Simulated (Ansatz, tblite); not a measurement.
# CoF₂H₈O₄: a ladder of methods and basis sets

Aim: run the quartet of CoF₂H₈O₄ at one geometry on many levels, and compare frontier levels, spin and run time.

Method: as each input shows; program: Ansatz 0.2.0, Gaussian basis.

The runs, in order: GFN1-xTB, GFN2-xTB, PBE-D4/def2-TZVP, r2SCAN-D4/def2-TZVP, BHLYP-D4/def2-TZVP, PBE-QIDH/def2-TZVP, HF/def2-TZVP, PBE-D4/def2-SVP, PBE0-D4/def2-SVP, HF/STO-3G, MP2/def2-TZVP, RPA/def2-TZVP.

1 further run of the same task is left out (set aside as unsound or not needed). Runs told in other sessions of the task aren't counted.

**1. The structure**

The geometry is that of the quartet, from an earlier relaxation (PBE-D4/def2-SVP).

15 atoms, charge 0, spin multiplicity 4.

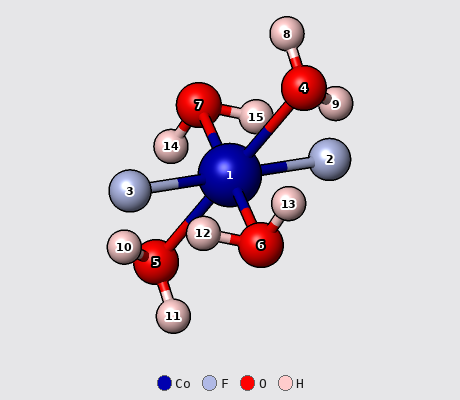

The geometry (cobalt blue, fluorine light blue, oxygen red, hydrogen pink); atoms are numbered from 1 in the order of the file.

Coordinates:

```xyz
15

Co    0.00053    0.00148   -0.00169
F     0.59943   -0.76808    1.74037
F    -0.60330    0.77030   -1.74172
O     2.19193    0.22817    0.15258
O    -2.19059   -0.23212   -0.15077
O     0.10899    2.15416    0.21142
O    -0.10727   -2.15150   -0.21615
H     2.67176   -0.45401   -0.35372
H     1.90947   -0.23102    1.01541
H    -1.91409    0.23535   -1.01018
H    -2.66937    0.44433    0.36434
H    -0.15372    2.05404   -0.75415
H     1.08485    2.23642    0.18119
H    -1.08285   -2.23530   -0.18642
H     0.15425   -2.05221    0.74950
```

No spin-orbit coupling is included.

PBE0-D4/def2-TZVP was run before; its log isn't repeated, and its numbers join the tables.

**2. GFN1-xTB**

Tight binding, by tblite at 300 K electronic temperature and without a spin-polarisation term:

```python
tblite.interface.Calculator('GFN1-xTB', numbers, positions, charge=0, uhf=3).singlepoint()
```

Energy -1003.4987 eV; 0.009 s.

**3. GFN2-xTB**

Tight binding, by tblite at 300 K electronic temperature and without a spin-polarisation term:

```python
tblite.interface.Calculator('GFN2-xTB', numbers, positions, charge=0, uhf=3).singlepoint()
```

Energy -911.4051 eV; 0.005 s.

**4. PBE-D4/def2-TZVP**

start.molden holds the orbitals of an earlier run on this state, given as this run's starting guess.

The input, in.yaml:

```yaml
crystal:
  periodic: [false, false, false]
  atoms:
    - {symbol: Co, position_ang: [0.000528, 0.001481, -0.001690]}
    - {symbol: F, position_ang: [0.599429, -0.768078, 1.740366]}
    - {symbol: F, position_ang: [-0.603304, 0.770303, -1.741721]}
    - {symbol: O, position_ang: [2.191934, 0.228171, 0.152578]}
    - {symbol: O, position_ang: [-2.190594, -0.232120, -0.150773]}
    - {symbol: O, position_ang: [0.108990, 2.154165, 0.211418]}
    - {symbol: O, position_ang: [-0.107268, -2.151495, -0.216150]}
    - {symbol: H, position_ang: [2.671763, -0.454009, -0.353719]}
    - {symbol: H, position_ang: [1.909470, -0.231018, 1.015406]}
    - {symbol: H, position_ang: [-1.914090, 0.235347, -1.010176]}
    - {symbol: H, position_ang: [-2.669366, 0.444326, 0.364342]}
    - {symbol: H, position_ang: [-0.153719, 2.054037, -0.754152]}
    - {symbol: H, position_ang: [1.084847, 2.236423, 0.181191]}
    - {symbol: H, position_ang: [-1.082850, -2.235296, -0.186416]}
    - {symbol: H, position_ang: [0.154251, -2.052206, 0.749497]}
basis:
  gaussian: {orbitals: def2-TZVP, initial_orbitals: start.molden}
magnetization: {spin_polarized: true, initial_magnetization: 3}
hamiltonian: {xc: pbe, dispersion: d4}
scf: {omitted_lower_state_checks: [starts]}
output: {forces: true, orbitals: {seedname: orbitals}}
```

Launch:

```sh
$ ansatz run in.yaml --threads 4 --pin off --events-out ev --progress --plain --max-ram 4787MiB
```

The log of the run, cut to the lines that bear on the results:

```text
Functional definition: PBE
  name "PBE"
  cite "Perdew, Burke & Ernzerhof, Phys. Rev. Lett. 77, 3865 (1996) doi:10.1103/PhysRevLett.77.3865"
  parent pbe
[...]
1722 factors; their error is unknown
[...]
mean field -51369.56392980 eV, -1887.7966548790 hartree, gradient 9.8e-6 eV, S^2 3.753252; 0 other end points of the search recorded, 0 dependent functions left out
[...]
reference -51369.56397300 eV, -1887.7966564667 hartree; 44, 41 occupied and 235, 238 virtual orbitals, 1722 factors
Total energy: -51369.83144719 eV, -1887.8064859617 hartree
Atom 0 at     0.000528     0.001481    -0.001690 Å, force    -0.000687    -0.011710    -0.001769 eV/Å
Atom 1 at     0.599429    -0.768078     1.740366 Å, force    -0.035607     0.045892     0.208193 eV/Å
Atom 2 at    -0.603304     0.770303    -1.741721 Å, force     0.033997    -0.039061    -0.203972 eV/Å
Atom 3 at     2.191934     0.228171     0.152578 Å, force     0.090143    -0.273647     0.066923 eV/Å
Atom 4 at    -2.190594    -0.232120    -0.150773 Å, force    -0.100445     0.290756    -0.045735 eV/Å
Atom 5 at     0.108990     2.154165     0.211418 Å, force     0.193815    -0.041356    -0.213257 eV/Å
Atom 6 at    -0.107268    -2.151495    -0.216150 Å, force    -0.183375     0.037117     0.209414 eV/Å
Atom 7 at     2.671763    -0.454009    -0.353719 Å, force    -0.022946     0.155390    -0.006368 eV/Å
Atom 8 at     1.909470    -0.231018     1.015406 Å, force     0.177352     0.133983    -0.084936 eV/Å
Atom 9 at    -1.914090     0.235347    -1.010176 Å, force    -0.168611    -0.141864     0.064381 eV/Å
Atom 10 at    -2.669366     0.444326     0.364342 Å, force     0.021254    -0.159494     0.003429 eV/Å
Atom 11 at    -0.153719     2.054037    -0.754152 Å, force     0.005701     0.193960     0.166905 eV/Å
Atom 12 at     1.084847     2.236423     0.181191 Å, force    -0.129656     0.089040     0.097558 eV/Å
Atom 13 at    -1.082850    -2.235296    -0.186416 Å, force     0.122776    -0.085458    -0.100027 eV/Å
Atom 14 at     0.154251    -2.052206     0.749497 Å, force    -0.003711    -0.193548    -0.160740 eV/Å
Dipole moment:    -0.000707    -0.000678     0.002987 e Å
Checks for a lower state left out: starts
```

Run time: 11 s. Hardware: 4 threads of Arm Neoverse V2, shared host.

Report: HOMO -5.07 eV, LUMO -4.18 eV (over both spins); ⟨S²⟩ 3.753 (pure: 3.75).

**5. r2SCAN-D4/def2-TZVP**

in.yaml: that of step 4 with these lines changed.

```diff
@@ -21,4 +21,4 @@
 magnetization: {spin_polarized: true, initial_magnetization: 3}
-hamiltonian: {xc: pbe, dispersion: d4}
+hamiltonian: {xc: r2scan, dispersion: d4}
 scf: {omitted_lower_state_checks: [starts]}
-output: {forces: true, orbitals: {seedname: orbitals}}
+output: {orbitals: {seedname: orbitals}}
```

The command is unchanged.

The log of the run:

```text
Functional definition: r2SCAN
  name "r2SCAN"
  cite "Furness, Kaplan, Ning, Perdew & Sun, J. Phys. Chem. Lett. 11, 8208 (2020) doi:10.1021/acs.jpclett.0c02405"
  cite "Furness, Kaplan, Ning, Perdew & Sun, J. Phys. Chem. Lett. 11, 9248 (2020) doi:10.1021/acs.jpclett.0c03077"
  parent r2scan
  parameter k0 = 0.174
  parameter k1 = 0.065
  parameter a1 = 4.9479
  exchange = r2scan_x(k0 = k0, k1 = k1, a1 = a1)
  correlation = r2scan_c
these checks for a lower state are left out or cut short: starts
1722 factors; their error is unknown
mean field evaluation 1: about -51383.6210 eV, gradient 5.2e0 eV
mean field evaluation 2: about -51383.7062 eV, gradient 2.3e-1 eV
mean field evaluation 4: about -51383.6725 eV, gradient 8.9e-3 eV
mean field evaluation 8: about -51383.6725 eV, gradient 1.6e-5 eV
mean field -51383.67251681 eV, -1888.3151358885 hartree, gradient 8.9e-6 eV, S^2 3.753895; 0 other end points of the search recorded, 0 dependent functions left out
reference -51383.67252998 eV, -1888.3151363726 hartree; 44, 41 occupied and 235, 238 virtual orbitals, 1722 factors
Total energy: -51383.74488392 eV, -1888.3177953307 hartree
Checks for a lower state left out: starts
```

Wall time 43 s (4 threads of Arm Neoverse V2, shared host); peak memory 1.1 GiB.

Report: HOMO -5.70 eV, LUMO -3.57 eV (over both spins); ⟨S²⟩ 3.754 (pure: 3.75).

**6. BHLYP-D4/def2-TZVP**

in.yaml: that of step 5 with these lines changed.

```diff
@@ -21,3 +21,3 @@
 magnetization: {spin_polarized: true, initial_magnetization: 3}
-hamiltonian: {xc: r2scan, dispersion: d4}
+hamiltonian: {xc: {name: BHLYP}, dispersion: d4}
 scf: {omitted_lower_state_checks: [starts]}
```

Same command.

The log of the run:

```text
Functional definition: BHLYP
  name "BHLYP"
  cite "Becke, J. Chem. Phys. 98, 1372 (1993) doi:10.1063/1.464304"
  cite "Becke, Phys. Rev. A 38, 3098 (1988) doi:10.1103/PhysRevA.38.3098"
  cite "Lee, Yang & Parr, Phys. Rev. B 37, 785 (1988) doi:10.1103/PhysRevB.37.785"
  parameter a = 0.5
  exchange = (1 - a)*b88_x + a*exact_x
  correlation = lyp_c
these checks for a lower state are left out or cut short: starts
1996 factors; their error is unknown
mean field evaluation 1: about -51382.2275 eV, gradient 8.3e0 eV
mean field evaluation 2: about -51382.4735 eV, gradient 3.7e-1 eV
mean field evaluation 4: about -51382.8450 eV, gradient 1.6e-2 eV
mean field evaluation 8: about -51382.8450 eV, gradient 2.3e-5 eV
mean field -51382.84499781 eV, -1888.2847251263 hartree, gradient 7.6e-6 eV, S^2 3.754681; 0 other end points of the search recorded, 0 dependent functions left out
reference -51382.84517358 eV, -1888.2847315857 hartree; 44, 41 occupied and 235, 238 virtual orbitals, 1996 factors
Total energy: -51383.15568573 eV, -1888.2961426966 hartree
Checks for a lower state left out: starts
```

It took 88 s on 4 threads of Arm Neoverse V2, shared host; peak memory 1.3 GiB.

From the report: HOMO -10.41 eV, LUMO 0.03 eV (over both spins); ⟨S²⟩ 3.755 (pure: 3.75).

**7. PBE-QIDH/def2-TZVP**

in.yaml: that of step 6 with these lines changed.

```diff
@@ -21,4 +21,3 @@
 magnetization: {spin_polarized: true, initial_magnetization: 3}
-hamiltonian: {xc: {name: BHLYP}, dispersion: d4}
+hamiltonian: {xc: {name: PBE-QIDH}}
 scf: {omitted_lower_state_checks: [starts]}
-output: {orbitals: {seedname: orbitals}}
```

The command is unchanged.

The log of the run, cut to the lines that bear on the results:

```text
Functional definition: PBE-QIDH
  name "PBE-QIDH"
  cite "Brémond, Sancho-García, Pérez-Jiménez & Adamo, J. Chem. Phys. 141, 031101 (2014) doi:10.1063/1.4890314"
  cite "Perdew, Burke & Ernzerhof, Phys. Rev. Lett. 77, 3865 (1996) doi:10.1103/PhysRevLett.77.3865"
[...]
2075 factors; integrals over basis functions are off by at most 1.8e-3 eV
[...]
mean field -51342.78729659 eV, -1886.8126317586 hartree, gradient 2.5e-6 eV, S^2 3.754901; 0 other end points of the search recorded, 0 dependent functions left out
11 core orbitals not correlated: weight in the atoms' cores, before any rotation towards them, 1.000 or more for the frozen orbitals, at most 0.000 for the correlated occupied ones
reference -51342.78730795 eV, -1886.8126321758 hartree; 33, 30 occupied and 235, 238 virtual orbitals, 2075 factors
second order -61.53753561 eV of doubles, -0.00000000 eV of singles
Total energy: -51363.29981982 eV, -1887.5664530832 hartree
Checks for a lower state left out: starts
```

Run time: 39 s. Hardware: 4 threads of Arm Neoverse V2, shared host; peak memory 1.3 GiB.

From the report: ⟨S²⟩ 3.755 (pure: 3.75).

**8. HF/def2-TZVP**

in.yaml: that of step 7 with these lines changed.

```diff
@@ -21,3 +21,4 @@
 magnetization: {spin_polarized: true, initial_magnetization: 3}
-hamiltonian: {xc: {name: PBE-QIDH}}
+hamiltonian: {xc: hf}
 scf: {omitted_lower_state_checks: [starts]}
+output: {orbitals: {seedname: orbitals}}
```

Same command.

The log of the run:

```text
Functional definition: HF
  name "HF"
  cite "Fock, Z. Phys. 61, 126 (1930) doi:10.1007/BF01340294"
  parent pbe
  exchange = exact_x
  correlation = 0
these checks for a lower state are left out or cut short: starts
2119 factors; their error is unknown
mean field evaluation 1: about -51283.9665 eV, gradient 2.9e1 eV
mean field evaluation 2: about -51286.0902 eV, gradient 2.0e0 eV
mean field evaluation 4: about -51286.9088 eV, gradient 5.0e-1 eV
mean field evaluation 8: about -51286.9100 eV, gradient 1.8e-5 eV
mean field -51286.91002673 eV, -1884.7591799660 hartree, gradient 9.6e-6 eV, S^2 3.755853; 0 other end points of the search recorded, 0 dependent functions left out
reference -51286.91002673 eV, -1884.7591799660 hartree; 44, 41 occupied and 235, 238 virtual orbitals, 2119 factors
Total energy: -51286.91002673 eV, -1884.7591799660 hartree
Checks for a lower state left out: starts
```

It took 33 s on 4 threads of Arm Neoverse V2, shared host; peak memory 1.9 GiB.

From the report: HOMO -13.76 eV, LUMO 2.43 eV (over both spins); ⟨S²⟩ 3.756 (pure: 3.75).

**9. PBE-D4/def2-SVP**

in.yaml: that of step 8 with these lines changed.

```diff
@@ -19,5 +19,5 @@
 basis:
-  gaussian: {orbitals: def2-TZVP, initial_orbitals: start.molden}
+  gaussian: {orbitals: def2-SVP, initial_orbitals: start.molden}
 magnetization: {spin_polarized: true, initial_magnetization: 3}
-hamiltonian: {xc: hf}
+hamiltonian: {xc: pbe, dispersion: d4}
 scf: {omitted_lower_state_checks: [starts]}
```

Launched as before.

The log of the run:

```text
Functional definition: PBE
  name "PBE"
  cite "Perdew, Burke & Ernzerhof, Phys. Rev. Lett. 77, 3865 (1996) doi:10.1103/PhysRevLett.77.3865"
  parent pbe
  parameter kappa = 0.804
  parameter beta = 0.06672455060314922
  exchange = pbe_x(kappa = kappa, mu = beta*pi^2/3)
  correlation = pbe_c(beta = beta)
these checks for a lower state are left out or cut short: starts
1718 factors; their error is unknown
mean field evaluation 1: about -51346.5586 eV, gradient 1.2e1 eV
mean field evaluation 2: about -51347.3132 eV, gradient 8.1e-1 eV
mean field evaluation 4: about -51347.2661 eV, gradient 6.4e-2 eV
mean field evaluation 8: about -51347.2662 eV, gradient 1.7e-5 eV
mean field -51347.26621394 eV, -1886.9772289351 hartree, gradient 2.7e-6 eV, S^2 3.751754; 0 other end points of the search recorded, 0 dependent functions left out
reference -51347.26628752 eV, -1886.9772316394 hartree; 44, 41 occupied and 111, 114 virtual orbitals, 1718 factors
Total energy: -51347.53376171 eV, -1886.9870611344 hartree
Checks for a lower state left out: starts
```

Wall time 5.5 s (4 threads of Arm Neoverse V2, shared host).

Report: HOMO -4.30 eV, LUMO -3.41 eV (over both spins); ⟨S²⟩ 3.752 (pure: 3.75).

**10. PBE0-D4/def2-SVP**

in.yaml: that of step 9 with these lines changed.

```diff
@@ -21,3 +21,3 @@
 magnetization: {spin_polarized: true, initial_magnetization: 3}
-hamiltonian: {xc: pbe, dispersion: d4}
+hamiltonian: {xc: pbe0, dispersion: d4}
 scf: {omitted_lower_state_checks: [starts]}
```

Same command.

The log of the run, cut to the lines that bear on the results:

```text
Functional definition: PBE0
  name "PBE0"
  cite "Adamo & Barone, J. Chem. Phys. 110, 6158 (1999) doi:10.1063/1.478522"
  cite "Perdew, Burke & Ernzerhof, Phys. Rev. Lett. 77, 3865 (1996) doi:10.1103/PhysRevLett.77.3865"
  parent pbe
[...]
1516 factors; integrals over basis functions are off by at most 1.4e-3 eV
[...]
mean field -51347.95562926 eV, -1887.0025644808 hartree, gradient 5.8e-6 eV, S^2 3.752414; 0 other end points of the search recorded, 0 dependent functions left out
reference -51347.95568240 eV, -1887.0025664338 hartree; 44, 41 occupied and 111, 114 virtual orbitals, 1516 factors
Total energy: -51348.18340585 eV, -1887.0109351162 hartree
Checks for a lower state left out: starts
```

Run time: 12 s. Hardware: 4 threads of Arm Neoverse V2, shared host; peak memory 0.71 GiB.

HOMO -7.48 eV, LUMO -1.29 eV (over both spins); ⟨S²⟩ 3.752 (pure: 3.75).

**11. HF/STO-3G**

in.yaml: that of step 10 with these lines changed.

```diff
@@ -19,5 +19,5 @@
 basis:
-  gaussian: {orbitals: def2-SVP, initial_orbitals: start.molden}
+  gaussian: {orbitals: STO-3G}
 magnetization: {spin_polarized: true, initial_magnetization: 3}
-hamiltonian: {xc: pbe0, dispersion: d4}
+hamiltonian: {xc: hf}
 scf: {omitted_lower_state_checks: [starts]}
```

Same command.

The log of the run:

```text
Functional definition: HF
  name "HF"
  cite "Fock, Z. Phys. 61, 126 (1930) doi:10.1007/BF01340294"
  parent pbe
  exchange = exact_x
  correlation = 0
these checks for a lower state are left out or cut short: starts
706 factors; integrals over basis functions are off by at most 3.6e-4 eV
mean field evaluation 1: about -50578.2493 eV, gradient 6.9e1 eV
mean field evaluation 2: about -50578.9330 eV, gradient 6.9e1 eV
mean field evaluation 4: about -50665.5724 eV, gradient 3.1e1 eV
mean field evaluation 8: about -50675.7388 eV, gradient 6.0e0 eV
mean field evaluation 16: about -50677.8838 eV, gradient 1.7e-1 eV
mean field -50678.06664583 eV, -1862.3845984069 hartree, gradient 4.9e-6 eV, S^2 4.733813; 0 other end points of the search recorded, 0 dependent functions left out
reference -50678.06664583 eV, -1862.3845984069 hartree; 44, 41 occupied and 12, 15 virtual orbitals, 706 factors
Total energy: -50678.06664583 eV, -1862.3845984069 hartree
Checks for a lower state left out: starts
```

Wall time 1.5 s (4 threads of Arm Neoverse V2, shared host).

HOMO 1.15 eV, LUMO 8.22 eV (over both spins); ⟨S²⟩ 4.734 (pure: 3.75). Doubts: spin contamination, highest occupied level lies above zero.

**12. MP2/def2-TZVP**

in.yaml: that of step 11 with these lines changed.

```diff
@@ -19,5 +19,5 @@
 basis:
-  gaussian: {orbitals: STO-3G}
+  gaussian: {orbitals: def2-TZVP, initial_orbitals: start.molden}
 magnetization: {spin_polarized: true, initial_magnetization: 3}
-hamiltonian: {xc: hf}
+correlation: {method: mp2}
 scf: {omitted_lower_state_checks: [starts]}
```

The command is unchanged.

The log of the run:

```text
Functional definition: HF
  name "HF"
  cite "Fock, Z. Phys. 61, 126 (1930) doi:10.1007/BF01340294"
  parent pbe
  exchange = exact_x
  correlation = 0
these checks for a lower state are left out or cut short: starts
2075 factors; integrals over basis functions are off by at most 1.8e-3 eV
mean field evaluation 1: about -51284.7116 eV, gradient 2.9e1 eV
mean field evaluation 2: about -51286.8400 eV, gradient 2.0e0 eV
mean field evaluation 4: about -51286.9093 eV, gradient 1.2e-1 eV
mean field evaluation 8: about -51286.9102 eV, gradient 7.2e-4 eV
mean field -51286.91018244 eV, -1884.7591856883 hartree, gradient 2.9e-6 eV, S^2 3.755853; 0 other end points of the search recorded, 0 dependent functions left out
11 core orbitals not correlated: weight in the atoms' cores, before any rotation towards them, 1.000 or more for the frozen orbitals, at most 0.000 for the correlated occupied ones
reference -51286.91018244 eV, -1884.7591856883 hartree; 33, 30 occupied and 235, 238 virtual orbitals, 2075 factors
second order -55.29405519 eV of doubles, -0.00000000 eV of singles
Total energy: -51342.20423763 eV, -1886.7912047368 hartree
Checks for a lower state left out: starts
```

It took 26 s on 4 threads of Arm Neoverse V2, shared host; peak memory 1.1 GiB.

From the report: Hartree-Fock HOMO -13.76 eV, LUMO 2.43 eV (over both spins); ⟨S²⟩ 3.756 (pure: 3.75).

**13. RPA/def2-TZVP**

in.yaml: that of step 12 with these lines changed.

```diff
@@ -21,4 +21,4 @@
 magnetization: {spin_polarized: true, initial_magnetization: 3}
-correlation: {method: mp2}
+hamiltonian: {xc: pbe}
+correlation: {method: rpa}
 scf: {omitted_lower_state_checks: [starts]}
-output: {orbitals: {seedname: orbitals}}
```

Same command.

The log of the run, cut to the lines that bear on the results:

```text
Functional definition: PBE
  name "PBE"
  cite "Perdew, Burke & Ernzerhof, Phys. Rev. Lett. 77, 3865 (1996) doi:10.1103/PhysRevLett.77.3865"
  parent pbe
[...]
2075 factors; integrals over basis functions are off by at most 1.8e-3 eV
[...]
mean field -51369.56367467 eV, -1887.7966455034 hartree, gradient 1.2e-6 eV, S^2 3.753252; 0 other end points of the search recorded, 0 dependent functions left out
11 core orbitals not correlated: weight in the atoms' cores, before any rotation towards them, 1.000 or more for the frozen orbitals, at most 0.000 for the correlated occupied ones
reference -51281.91364551 eV, -1884.5755663428 hartree; 33, 30 occupied and 235, 238 virtual orbitals, 2075 factors
Total energy: -51365.43259870 eV, -1887.6448312614 hartree
Checks for a lower state left out: starts
```

Wall time 26 s (4 threads of Arm Neoverse V2, shared host); peak memory 1.1 GiB.

Report: ⟨S²⟩ 3.753 (pure: 3.75).

**14. Comparison**

```tsv
level	functions	HOMO (eV)	LUMO (eV)	gap (eV)	⟨S²⟩	time
HF/STO-3G	56	1.15	8.22	7.07	4.734	1.5 s
HF/def2-TZVP	279	-13.76	2.43	16.19	3.756	33 s
PBE-D4/def2-SVP	155	-4.30	-3.41	0.88	3.752	5.5 s
PBE-D4/def2-TZVP	279	-5.07	-4.18	0.89	3.753	11 s
r2SCAN-D4/def2-TZVP	279	-5.70	-3.57	2.12	3.754	43 s
PBE0-D4/def2-SVP	155	-7.48	-1.29	6.19	3.752	12 s
PBE0-D4/def2-TZVP	279	-7.98	-1.87	6.11	3.754	74 s
BHLYP-D4/def2-TZVP	279	-10.41	0.03	10.44	3.755	88 s
```

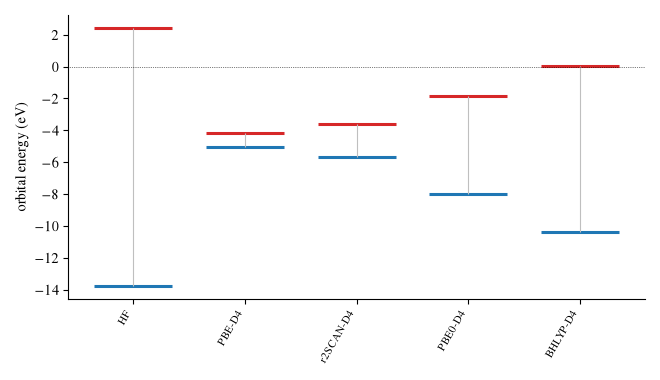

Highest filled (blue) and lowest empty (red) level in def2-TZVP, over both spins.

Energy pieces by basis (eV):

```tsv
basis	HF	MP2 correlation	total
def2-TZVP	-51286.9102	-55.2941	-51342.2042 (MP2)
```

**15. Binding energy**

Free atoms were run apart at each level; binding is atoms less cluster, divided by the number of atoms, without zero-point or spin-orbit terms.

```tsv
level	binding an atom (eV)
HF/def2-TZVP	2.321
PBE-D4/def2-SVP	3.623
PBE-D4/def2-TZVP	3.535
r2SCAN-D4/def2-TZVP	3.492
PBE0-D4/def2-SVP	3.482
PBE0-D4/def2-TZVP	3.424
BHLYP-D4/def2-TZVP	3.321
MP2/def2-TZVP	3.443
```

**16. Summary of results**

| quantity | value |
| --- | --- |
| gap in def2-TZVP, named functionals and Hartree-Fock, smallest and largest | 0.89 eV (PBE-D4), 16.19 eV (HF) |
| correlation energy, MP2/def2-TZVP | -55.29 eV |
| binding an atom, functionals in def2-TZVP | 3.32 (BHLYP-D4) to 3.53 eV (PBE-D4) |
| ⟨S²⟩ in def2-TZVP, named functionals and Hartree-Fock, smallest and largest | 3.753, 3.756 |
| PBE0 total energy, smallest basis above largest | 21.83 eV (def2-SVP, def2-TZVP) |

Orbital gaps of the named functionals and Hartree-Fock in def2-TZVP span 0.89 eV (PBE-D4) to 16.19 eV (HF); exact exchange widens it. Over the named functionals and Hartree-Fock in def2-TZVP spin contamination reaches 0.01 (HF), which is small.

The slowest run with a step of its own, BHLYP-D4/def2-TZVP, took 88 s; the quickest functional in def2-TZVP took 11 s (shared host).
